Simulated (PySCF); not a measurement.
# AlH2F (SMILES [H][Al]([H])[F]) at MP2/STO-3G

What is the vertical ionisation energy of AlH2F at MP2/STO-3G? Input form: a Python script.

Program for the calculation: PySCF 2.14.0.

**1. Starting point**

AlH2F has 4 atoms, charge 0, and is taken as a singlet. As SMILES, `[H][Al]([H])[F]`. The shape comes from GFN2-xTB, which is rough for such elements, and wasn't checked as a minimum.

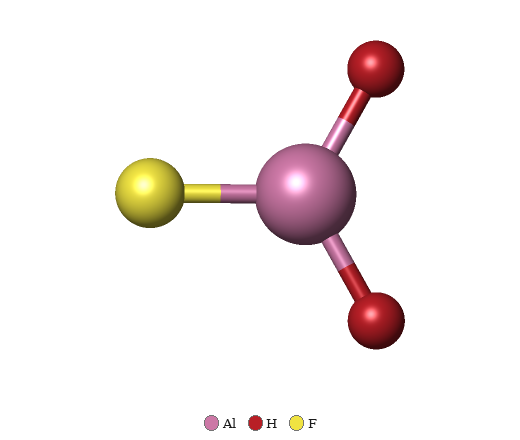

Viewed from a chosen angle; aluminium pink, hydrogen red, fluorine yellow.

**2. The energy at MP2/STO-3G**

job.py

```python
from pyscf import gto, mp

mol = gto.M(
    atom='''
Al       0.019600       0.032680       0.000940
H        1.546910      -0.017870       0.014080
H       -0.738990       1.358820      -0.019420
F       -0.827520      -1.373630       0.004400
''',
    verbose=4,
    spin=0,
    max_memory=1860,
    basis='sto-3g',
    charge=0,
)

mf = mol.RHF()
mf.conv_tol = 1e-10
mf.kernel()
if not mf.converged:
    mf = mf.newton().run(mf.mo_coeff, mf.mo_occ)

pt = mp.MP2(mf, frozen=6).run()
e_final = pt.e_tot
print('Final energy', e_final)
```

Run with:

```console
OMP_NUM_THREADS=1 python job.py
```

The program printed:

```text
PySCF version 2.14.0

[INPUT] num. atoms = 4
[INPUT] num. electrons = 24
[INPUT] charge = 0
[INPUT] spin (= nelec alpha-beta = 2S) = 0
[INPUT] symmetry False subgroup None
[INPUT] Mole.unit = angstrom
[INPUT] Symbol           X                Y                Z      unit          X                Y                Z       unit  Magmom
[INPUT]  1 Al     0.019600000000   0.032680000000   0.000940000000 AA    0.037038632041   0.061756249751   0.001776342557 Bohr   0.0
[INPUT]  2 H      1.546910000000  -0.017870000000   0.014080000000 AA    2.923236239351  -0.033769405846   0.026607343834 Bohr   0.0
[INPUT]  3 H     -0.738990000000   1.358820000000  -0.019420000000 AA   -1.396488708792   2.567797652581  -0.036698481339 Bohr   0.0
[INPUT]  4 F     -0.827520000000  -1.373630000000   0.004400000000 AA   -1.563786162600  -2.595784496486   0.008314794948 Bohr   0.0

nuclear repulsion = 50.3982135964249
number of shells = 10
number of NR pGTOs = 48
number of NR cGTOs = 16
basis = sto-3g
ecp = {}

******** <class 'pyscf.scf.hf.RHF'> ********
method = RHF
initial guess = minao
damping factor = 0
level_shift factor = 0
DIIS = <class 'pyscf.scf.diis.CDIIS'>
diis_start_cycle = 1
diis_space = 8
diis_damp = 0
SCF conv_tol = 1e-10
SCF conv_tol_grad = None
SCF max_cycles = 50
direct_scf = True
direct_scf_tol = 1e-13
Set gradient conv threshold to 1e-05
Initial guess from minao.
init E= -337.698281730769
  HOMO = -0.33736708157998  LUMO = 0.206206665020234  gap/eV = 14.79140
cycle= 1 E= -338.168544548071  delta_E= -0.47  |g|= 0.343  |ddm|= 1.94
  HOMO = -0.229716733636991  LUMO = 0.317553426838837  gap/eV = 14.89198
cycle= 2 E= -338.231361913491  delta_E= -0.0628  |g|= 0.0758  |ddm|= 0.746
  HOMO = -0.326489861575108  LUMO = 0.340567655613182  gap/eV = 18.15156
cycle= 3 E= -338.233949632976  delta_E= -0.00259  |g|= 0.0192  |ddm|= 0.128
  HOMO = -0.328350273117874  LUMO = 0.340601311819471  gap/eV = 18.20310
cycle= 4 E= -338.234237600906  delta_E= -0.000288  |g|= 0.00356  |ddm|= 0.0537
  HOMO = -0.328238729370918  LUMO = 0.340638173446717  gap/eV = 18.20107
cycle= 5 E= -338.234251289593  delta_E= -1.37e-05  |g|= 0.00097  |ddm|= 0.0112
  HOMO = -0.328290364226732  LUMO = 0.340609440521821  gap/eV = 18.20169
cycle= 6 E= -338.234252252207  delta_E= -9.63e-07  |g|= 6.26e-05  |ddm|= 0.00365
  HOMO = -0.328274510282278  LUMO = 0.340625121651081  gap/eV = 18.20169
cycle= 7 E= -338.234252255358  delta_E= -3.15e-09  |g|= 7.44e-06  |ddm|= 0.000179
  HOMO = -0.328272674166097  LUMO = 0.340623766361127  gap/eV = 18.20160
cycle= 8 E= -338.234252255394  delta_E= -3.55e-11  |g|= 5.47e-07  |ddm|= 1.95e-05
  HOMO = -0.328272624179913  LUMO = 0.340623744287897  gap/eV = 18.20160
Extra cycle  E= -338.234252255394  delta_E= -1.14e-13  |g|= 1.44e-07  |ddm|= 9.07e-07
converged SCF energy = -338.234252255394

******** <class 'pyscf.mp.mp2.RMP2'> ********
nocc = 6, nmo = 10
frozen orbitals 6
E(RMP2) = -338.281271267392  E_corr = -0.0470190119983129
E(SCS-RMP2) = -338.285833642869  E_corr = -0.0515813874749253
E_corr(same-spin) = -0.00558626183428866
E_corr(oppo-spin) = -0.0414327501640242
Final energy -338.28127126739236
```

It took 0.77 s on 1 thread of Arm Neoverse V1, shared host; peak memory 0.12 GiB.

**3. The doublet cation at the same level**

job.py

```python
from pyscf import gto, scf, mp

mol = gto.M(
    atom='Al 0.019600 0.032680 0.000940; H 1.546910 -0.017870 0.014080; H -0.738990 1.358820 -0.019420; F -0.827520 -1.373630 0.004400',
    verbose=3,
    charge=1,
    spin=1,
    max_memory=1860,
    basis='sto-3g',
)

hf = scf.UHF(mol)
hf.conv_tol = 1e-10
hf.kernel()
if not hf.converged:
    hf = hf.newton().run(hf.mo_coeff, hf.mo_occ)

pt = mp.MP2(hf, frozen=6).run()
energy = pt.e_tot
print('Final energy', energy)
```

Run with:

```console
OMP_NUM_THREADS=1 python job.py
```

The program printed:

```text
SCF not converged.
SCF energy = -337.924159089204 after 50 cycles  <S^2> = 0.82469179  2S+1 = 2.0733468
converged SCF energy = -337.967071231354  <S^2> = 0.75408192  2S+1 = 2.0040778
E(UMP2) = -338.001292672677  E_corr = -0.0342214413227034
E(SCS-UMP2) = -338.006066785097  E_corr = -0.0389955537434525
Final energy -338.0012926726767
```

It took 0.97 s on 1 thread of Arm Neoverse V1, shared host; peak memory 0.12 GiB.

**4. Results**

At MP2/STO-3G, 6 core orbitals frozen:

| quantity | value |
| --- | --- |
| singlet AlH2F: total energy | -338.28127 Eh |
| singlet AlH2F: dipole moment (Hartree–Fock density) | 0.72 D |
| singlet AlH2F: HOMO energy (Hartree–Fock orbitals) | -8.93 eV |
| singlet AlH2F: LUMO energy (Hartree–Fock orbitals) | 9.27 eV |
| singlet AlH2F: HOMO–LUMO gap (Hartree–Fock orbitals) | 18.20 eV |
| singlet AlH2F: correlation energy (6 core orbitals frozen) | -47.0 mEh |
| doublet cation: total energy | -338.00129 Eh |
| doublet cation: HOMO energy (Hartree–Fock orbitals) (highest over α and β) | -16.78 eV |
| doublet cation: LUMO energy (Hartree–Fock orbitals) (lowest over α and β) | -4.97 eV |
| doublet cation: correlation energy (6 core orbitals frozen) | -34.2 mEh |
| doublet cation: ⟨S²⟩ of the reference determinant | 0.754 |
| vertical ionisation energy (to the doublet cation) | 7.619 eV |

**Reading.** Removing an electron at fixed nuclei costs 7.62 eV (735 kJ/mol). In a minimal basis such a difference can be off by several eV, whatever the method.
